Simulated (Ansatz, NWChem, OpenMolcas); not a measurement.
**How basis sets differ on KI (Potassium Iodide)**

KI: 2 atoms, total charge 0, spin state singlet. As SMILES, `[K][I]`. The bond length is the measured one.

```xyz
2

K     0.0000    0.0000    0.0000
I     0.0000    0.0000    3.0478
```

Each level gives the HOMO–LUMO gap (eV). The values are calculated.

```
                          level          kind     program  value (eV)  CPU time
                      HF/STO-3G  Hartree–Fock  OpenMolcas        8.47     2.8 s
                       HF/3-21G  Hartree–Fock      NWChem        6.85     3.3 s
   HF/def2-SVP (core potential)  Hartree–Fock  OpenMolcas        7.34     6.2 s
         HF/ANO-RCC-VDZP (DKH2)  Hartree–Fock  OpenMolcas        7.28     6.5 s
HF/def2-TZVPPD (core potential)  Hartree–Fock      Ansatz        7.37       3 s
```

All-electron rows without a relativistic Hamiltonian named are non-relativistic, while core potentials hold scalar relativity, so basis and relativity change together. The values span 6.85 to 8.47 eV. A Hartree–Fock LUMO above zero doesn't converge with the basis: it sinks as sets grow more diffuse. Orbital gaps aren't excitation energies. CPU times are rough (shared hosts, several kinds of processor): they show what a rung costs within a factor of a few.

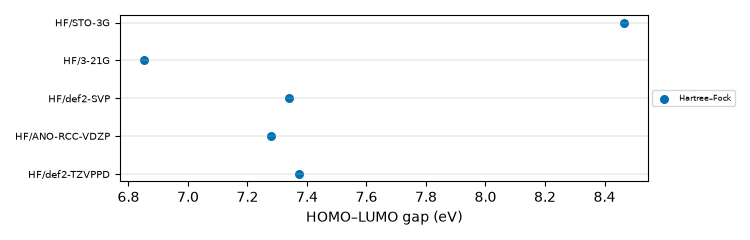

The values of the table, level by level.
